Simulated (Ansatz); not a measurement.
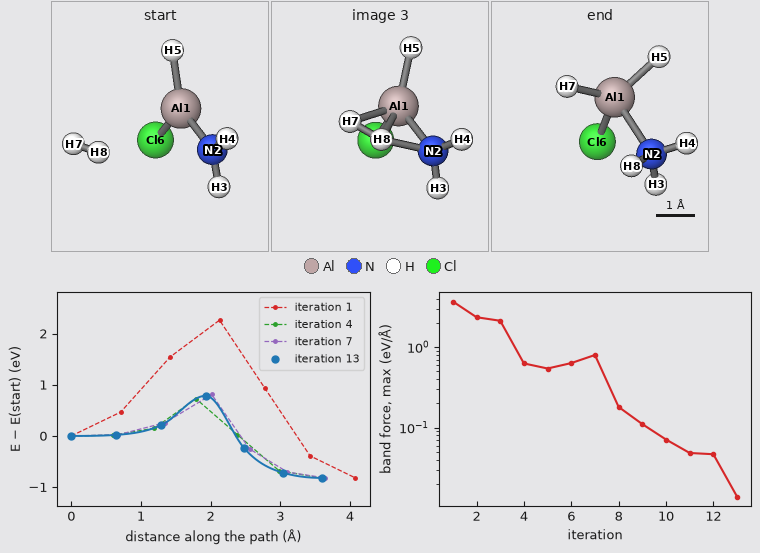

A nudged-elastic-band calculation for AlNH₅Cl, made up at the start of AlNH3Cl and H2. Images are numbered from 0 (start) to 6 (end). The plot follows the band through its iterations. A ball-and-stick model, seen from a free direction.

Method: Ansatz 0.2.0, RKS PBE0-D4/6-31G*. Settings: 5 movable images; climbing image; force threshold 0.03 eV/Å; iteration limit 60; starting path through a guess of the saddle point.

Judge this run.

Answer. The result is final at these settings. The band converged in 13 iterations. The largest component of the band force went from 3.7 to 0.014 eV/Å. The climbing image converged on the top of the path. Its vibrational analysis gives one imaginary mode (1289i cm⁻¹), as a transition state must have. The first iteration put the highest image at 2.26 eV. The energy climbs by 0.78 eV to image 3 and then falls by 1.60 eV, so the end point sits at −0.82 eV.

Limits of the set-up: the start holds two separate molecules, 3.0 Å apart at their closest, whose relative position is a soft coordinate.

The run took 2.7 min on 1 thread of Arm Neoverse V1, with other jobs on the host, peak memory 0.12 GiB.
